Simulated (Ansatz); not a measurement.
# BrH3SeSi: from a rough start to a minimum

Aim: relax BrH3SeSi from a cheap starting geometry, check the end point by its vibrations and derive ideal-gas thermochemistry.

Computed with Ansatz 0.2.0, Gaussian basis. Level: RKS PBE0-D4/def2-TZVP.

Levels to be run: relaxation at PBE-D4/def2-SVP; relaxation at PBE0-D4/def2-TZVP; harmonic vibrations at the same level.

1 further run of the same task is left out (set aside as unsound or not needed).

## 1. The system as given

SMILES `[SeH][SiH2]Br`, 6 atoms, charge 0, spin multiplicity 1.

Atoms are counted from 1 here; the program's logs count them from 0.

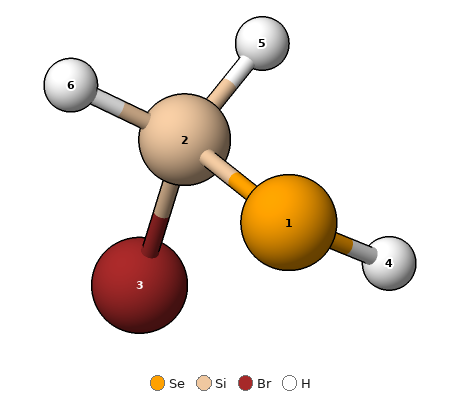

The starting geometry (selenium orange, silicon light orange, bromine red, hydrogen white); atoms are numbered from 1 in the order of the file.

Geometry (Å):

```xyz
6
charge 0, multiplicity 1
Se   -1.2240   -1.3740   -0.1533
Si    0.4564    0.0645    0.3323
Br   -0.3076    2.2010    0.3345
H    -1.3998   -0.6092   -1.5166
H     1.5165   -0.0872   -0.6988
H     1.0007   -0.2591    1.6557
```

The start is a force-field geometry with small random shifts, so a cheaper pass at PBE-D4/def2-SVP comes first.

## 2. Relaxation at PBE-D4/def2-SVP (cheap first pass)

Input file in.yaml:

```yaml
crystal:
  periodic: [false, false, false]
  atoms:
    - {symbol: Se, position_ang: [-1.224000, -1.374000, -0.153300]}
    - {symbol: Si, position_ang: [0.456400, 0.064500, 0.332300]}
    - {symbol: Br, position_ang: [-0.307600, 2.201000, 0.334500]}
    - {symbol: H, position_ang: [-1.399800, -0.609200, -1.516600]}
    - {symbol: H, position_ang: [1.516500, -0.087200, -0.698800]}
    - {symbol: H, position_ang: [1.000700, -0.259100, 1.655700]}
basis:
  gaussian: {orbitals: def2-SVP}
hamiltonian: {xc: pbe, dispersion: d4}
relax: {f_tol: 0.03, max_steps: 200}
```

Output, shortened:

```text
Functional definition: PBE
  name "PBE"
  cite "Perdew, Burke & Ernzerhof, Phys. Rev. Lett. 77, 3865 (1996) doi:10.1103/PhysRevLett.77.3865"
  parent pbe
[...]
1061 factors; their error is unknown
[...]
mean field -143280.62236981 eV, -5265.4657529965 hartree, gradient 1.2e-5 eV, S^2 0.000000; 0 other end points of the search recorded, 0 dependent functions left out
[...]
reference -143280.62239916 eV, -5265.4657540752 hartree; 43, 43 occupied and 54, 54 virtual orbitals, 1061 factors
relax step   1: F+E_penalty+E_count = -143280.78663454 eV  Δ(F+E_penalty+E_count) = +0.000e0 eV  max|allowed force component| = 1.228e0 eV/Å  Δτ_max = 0.0000 Å  (24 SCF iters, accepted)
[...]
relax step   5: F+E_penalty+E_count = -143280.90244211 eV  Δ(F+E_penalty+E_count) = -2.289e-3 eV  max|allowed force component| = 9.344e-2 eV/Å  Δτ_max = 0.0869 Å  (26 SCF iters, accepted)
[...]
relax step   6: F+E_penalty+E_count = -143280.90286287 eV  Δ(F+E_penalty+E_count) = -4.208e-4 eV  max|allowed force component| = 8.156e-3 eV/Å  Δτ_max = 0.0147 Å  (26 SCF iters, accepted)
1061 factors; their error is unknown
[...]
mean field -143280.74108999 eV, -5265.4701158828 hartree, gradient 2.5e-5 eV, S^2 0.000000; 1 other end points of the search recorded, 0 dependent functions left out
[...]
reference -143280.74111981 eV, -5265.4701169784 hartree; 43, 43 occupied and 54, 54 virtual orbitals, 1061 factors
Total energy: -143280.90289268 eV, -5265.4760620220 hartree
Atom 0 at    -1.281353    -1.321791    -0.148258 Å, force    -0.002763    -0.004243     0.000825 eV/Å
Atom 1 at     0.441383     0.111373     0.309832 Å, force     0.002825    -0.003807     0.001377 eV/Å
Atom 2 at    -0.177275     2.268051     0.415931 Å, force     0.000431     0.008156     0.001872 eV/Å
Atom 3 at    -1.398672    -0.832428    -1.546377 Å, force     0.000455    -0.000981    -0.002922 eV/Å
Atom 4 at     1.513671     0.021807    -0.734167 Å, force    -0.000986     0.000042    -0.001174 eV/Å
Atom 5 at     0.944447    -0.311011     1.656839 Å, force     0.000039     0.000834     0.000022 eV/Å
Dipole moment:     0.094869    -0.154195    -0.130464 e Å
```

Wall time 9.5 s (4 threads, shared host).

Along the way:

| step | energy from step 1 (eV) | largest force component (eV/Å) |
| --- | --- | --- |
| 1 | 0.0000 | 1.2280 |
| 2 | -0.1036 | 0.2291 |
| 3 | -0.1120 | 0.0862 |
| 4 | -0.1135 | 0.0309 |
| 5 | -0.1158 | 0.0934 |
| 6 | -0.1162 | 0.0082 |

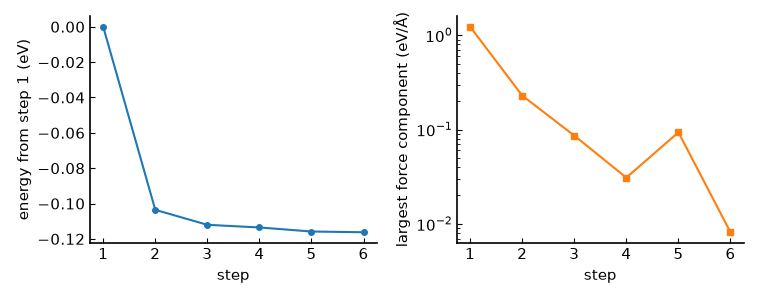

Energy and largest force along the relaxation.

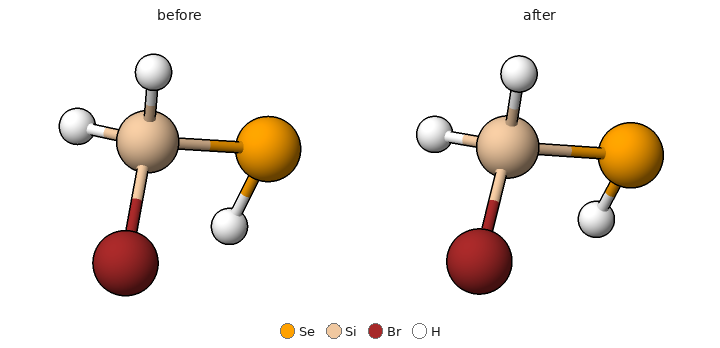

Before and after, at one scale.

Close pairs (by a distance rule), those that changed most:

| bond | before (Å) | after (Å) | change (Å) |
| --- | --- | --- | --- |
| Se1–H4 | 1.573 | 1.486 | -0.087 |
| Si2–H6 | 1.467 | 1.499 | +0.032 |
| Si2–Br3 | 2.269 | 2.246 | -0.023 |
| Se1–Si2 | 2.265 | 2.287 | +0.023 |
| Si2–H5 | 1.487 | 1.499 | +0.013 |

## 3. Geometry optimisation, PBE0-D4/def2-TZVP

Input file in.yaml:

```yaml
crystal:
  periodic: [false, false, false]
  atoms:
    - {symbol: Se, position_ang: [-1.281353, -1.321791, -0.148258]}
    - {symbol: Si, position_ang: [0.441383, 0.111373, 0.309832]}
    - {symbol: Br, position_ang: [-0.177275, 2.268051, 0.415931]}
    - {symbol: H, position_ang: [-1.398672, -0.832428, -1.546377]}
    - {symbol: H, position_ang: [1.513671, 0.021807, -0.734167]}
    - {symbol: H, position_ang: [0.944447, -0.311011, 1.656839]}
basis:
  gaussian: {orbitals: def2-TZVP}
hamiltonian: {xc: pbe0, dispersion: d4}
relax: {f_tol: 0.005, max_steps: 150}
```

Output, shortened:

```text
Functional definition: PBE0
  name "PBE0"
  cite "Adamo & Barone, J. Chem. Phys. 110, 6158 (1999) doi:10.1063/1.478522"
  cite "Perdew, Burke & Ernzerhof, Phys. Rev. Lett. 77, 3865 (1996) doi:10.1103/PhysRevLett.77.3865"
  parent pbe
[...]
1225 factors; their error is unknown
[...]
mean field -143305.51515562 eV, -5266.3805460020 hartree, gradient 2.8e-5 eV, S^2 0.000000; 0 other end points of the search recorded, 0 dependent functions left out
[...]
reference -143305.51518397 eV, -5266.3805470439 hartree; 43, 43 occupied and 108, 108 virtual orbitals, 1225 factors
relax step   1: F+E_penalty+E_count = -143305.65359996 eV  Δ(F+E_penalty+E_count) = +0.000e0 eV  max|allowed force component| = 3.825e-1 eV/Å  Δτ_max = 0.0000 Å  (26 SCF iters, accepted)
[...]
1225 factors; their error is unknown
[...]
mean field -143305.53442113 eV, -5266.3812539966 hartree, gradient 2.2e-5 eV, S^2 0.000000; 1 other end points of the search recorded, 0 dependent functions left out
[...]
reference -143305.53444931 eV, -5266.3812550323 hartree; 43, 43 occupied and 108, 108 virtual orbitals, 1225 factors
Total energy: -143305.67391659 eV, -5266.3863803603 hartree
Atom 0 at    -1.271578    -1.303086    -0.149156 Å, force    -0.001180    -0.001319     0.001690 eV/Å
Atom 1 at     0.439357     0.105064     0.309048 Å, force     0.004203     0.003419     0.003497 eV/Å
Atom 2 at    -0.175592     2.236744     0.413643 Å, force     0.000137    -0.000396    -0.000135 eV/Å
Atom 3 at    -1.380620    -0.824212    -1.533646 Å, force    -0.002031    -0.001103    -0.003271 eV/Å
Atom 4 at     1.491062     0.020523    -0.726909 Å, force     0.000066     0.000203     0.000695 eV/Å
Atom 5 at     0.939572    -0.299031     1.640820 Å, force    -0.001195    -0.000804    -0.002475 eV/Å
Dipole moment:     0.099028    -0.151500    -0.115406 e Å
```

It took 24 s on 4 threads, shared host; peak memory 0.46 GiB.

Along the way:

| step | energy from step 1 (eV) | largest force component (eV/Å) |
| --- | --- | --- |
| 1 | 0.0000 | 0.3825 |
| 2 | -0.0190 | 0.0950 |
| 3 | -0.0199 | 0.0400 |
| 4 | -0.0203 | 0.0052 |
| 5 | -0.0203 | 0.0042 |

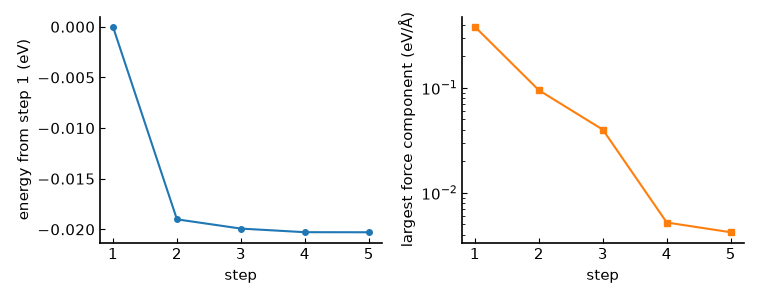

Energy and largest force along the relaxation.

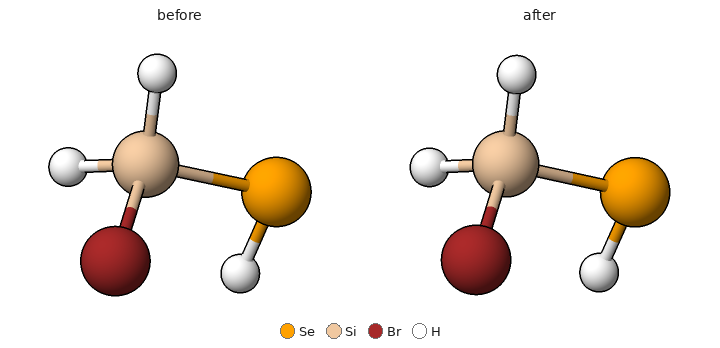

Before and after, at one scale.

Distances of close pairs at the start and the end, largest changes first:

| bond | before (Å) | after (Å) | change (Å) |
| --- | --- | --- | --- |
| Si2–Br3 | 2.246 | 2.221 | -0.025 |
| Se1–Si2 | 2.287 | 2.263 | -0.025 |
| Si2–H5 | 1.499 | 1.479 | -0.021 |
| Si2–H6 | 1.499 | 1.479 | -0.020 |
| Se1–H4 | 1.486 | 1.469 | -0.017 |

Mulliken charges at the end point, from the run's report:

| atom | value (e) |
| --- | --- |
| Se1 | -0.23 |
| Si2 | 0.28 |
| Br3 | -0.21 |
| H4 | 0.14 |
| H5 | 0.01 |
| H6 | 0.01 |

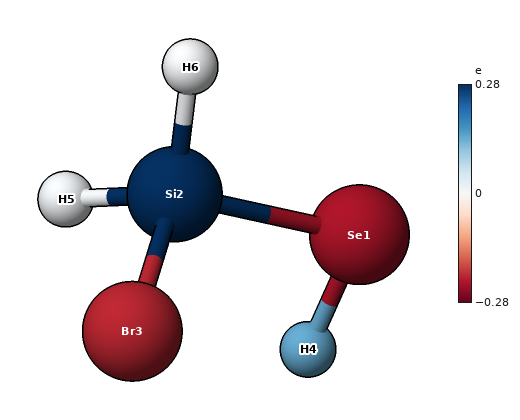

Mulliken charges at the end point, from the run's report, as colours on the atoms.

## 4. Force constants and modes

Input file in.yaml:

```yaml
crystal:
  periodic: [false, false, false]
  atoms:
    - {symbol: Se, position_ang: [-1.271578, -1.303086, -0.149156]}
    - {symbol: Si, position_ang: [0.439357, 0.105064, 0.309048]}
    - {symbol: Br, position_ang: [-0.175592, 2.236744, 0.413643]}
    - {symbol: H, position_ang: [-1.380620, -0.824212, -1.533646]}
    - {symbol: H, position_ang: [1.491062, 0.020523, -0.726909]}
    - {symbol: H, position_ang: [0.939572, -0.299031, 1.640820]}
basis:
  gaussian: {orbitals: def2-TZVP}
hamiltonian: {xc: pbe0, dispersion: d4}
phonons: {temperatures: {t_min: 298.15, t_max: 900, t_step: 200}}
```

Output, shortened:

```text
Functional definition: PBE0
  name "PBE0"
  cite "Adamo & Barone, J. Chem. Phys. 110, 6158 (1999) doi:10.1063/1.478522"
  cite "Perdew, Burke & Ernzerhof, Phys. Rev. Lett. 77, 3865 (1996) doi:10.1103/PhysRevLett.77.3865"
  parent pbe
[...]
1225 factors; their error is unknown
[...]
mean field -143305.53442132 eV, -5266.3812540036 hartree, gradient 2.7e-5 eV, S^2 0.000000; 0 other end points of the search recorded, 0 dependent functions left out
[...]
reference -143305.53444950 eV, -5266.3812550393 hartree; 43, 43 occupied and 108, 108 virtual orbitals, 1225 factors
[...]
1225 factors; their error is unknown
mean field -143305.53437226 eV, -5266.3812522006 hartree, gradient 2.9e-6 eV, S^2 0.000000; 0 other end points of the search recorded, 0 dependent functions left out
[...]
reference -143305.53440600 eV, -5266.3812534404 hartree; 43, 43 occupied and 108, 108 virtual orbitals, 1225 factors
Total energy: -143305.67391679 eV, -5266.3863803675 hartree
Atom 0 at    -1.271578    -1.303086    -0.149156 Å, force    -0.001181    -0.001318     0.001688 eV/Å
Atom 1 at     0.439357     0.105064     0.309048 Å, force     0.004219     0.003408     0.003482 eV/Å
Atom 2 at    -0.175592     2.236744     0.413643 Å, force     0.000132    -0.000384    -0.000134 eV/Å
Atom 3 at    -1.380620    -0.824212    -1.533646 Å, force    -0.002029    -0.001103    -0.003268 eV/Å
Atom 4 at     1.491062     0.020523    -0.726909 Å, force     0.000055     0.000203     0.000707 eV/Å
Atom 5 at     0.939572    -0.299031     1.640820 Å, force    -0.001195    -0.000805    -0.002476 eV/Å
Dipole moment:     0.099027    -0.151500    -0.115406 e Å
Vibrations: 109.11 177.45 370.67 455.78 463.33 646.19 745.81 829.19 921.01 2251.81 2269.33 2443.93 cm⁻¹, zero-point energy 0.724291 eV
```

It took 1.8 min on 4 threads, shared host; peak memory 0.46 GiB.

Motions are named by where the mode's potential energy lies. Wavenumbers, unscaled:

| mode | cm⁻¹ | motion |
| --- | --- | --- |
| 1 | 109 | bend |
| 2 | 177 | torsion |
| 3 | 371 | Si–Se and Si–Br stretch |
| 4 | 456 | Si–Br and Si–Se stretch |
| 5 | 463 | bend |
| 6 | 646 | bend |
| 7 | 746 | bend |
| 8 | 829 | bend |
| 9 | 921 | bend |
| 10 | 2252 | Si–H stretch |
| 11 | 2269 | Si–H stretch |
| 12 | 2444 | Se–H stretch |

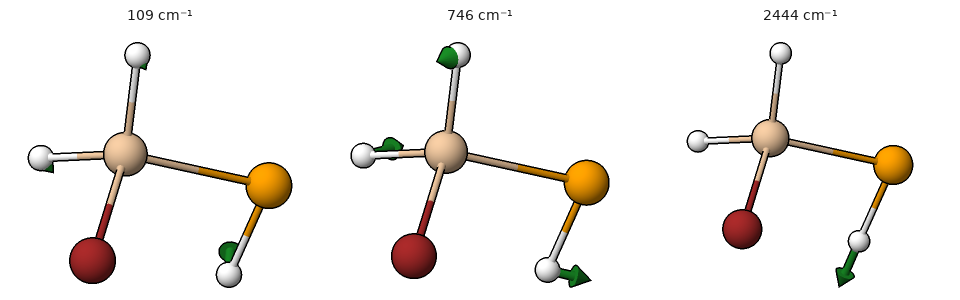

Displacements of 3 modes, as arrows.

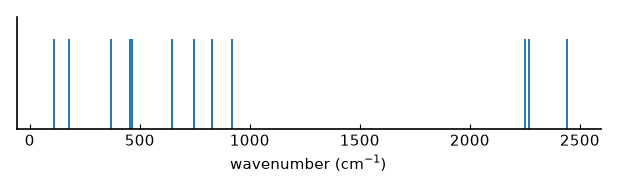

The harmonic wavenumbers as sticks (no intensities were computed).

From these modes and the moments of inertia (298.15 K, 1 bar, symmetry number 1):

| term | value |
| --- | --- |
| zero-point energy | 16.7 kcal/mol |
| H(298) − E | 20.7 kcal/mol |
| entropy, translation | 174.3 J/(mol K) |
| entropy, rotation | 117.6 J/(mol K) |
| entropy, vibration | 38.5 J/(mol K) |
| entropy, total | 330.4 J/(mol K) |

## 5. What came out

| quantity | value |
| --- | --- |
| point group | C1 |
| steps | 6 + 5 |
| shift from the start (rms) | 0.129 Å |
| total energy | -143305.6739 eV |
| dispersion term | -139 meV |
| dipole moment | 1.03 D |
| lowest, highest wavenumber | 109, 2444 cm⁻¹ |
| zero-point energy | 16.7 kcal/mol |
| entropy at 298.15 K | 330.4 J/(mol K) |

In words: The relaxed geometry lies 0.13 Å (rms) from the start; the bond that changed most is Se1–H4, from 1.573 to 1.469 Å. All wavenumbers are real, so the end point is a minimum. The stiffest mode, 2444 cm⁻¹, is an Se–H stretch, and 2 modes under 200 cm⁻¹ make the vibrational entropy uncertain. Harmonic hybrid wavenumbers usually lie a few per cent above measured fundamentals. The largest Mulliken charge, +0.28 e, sits on Si2.
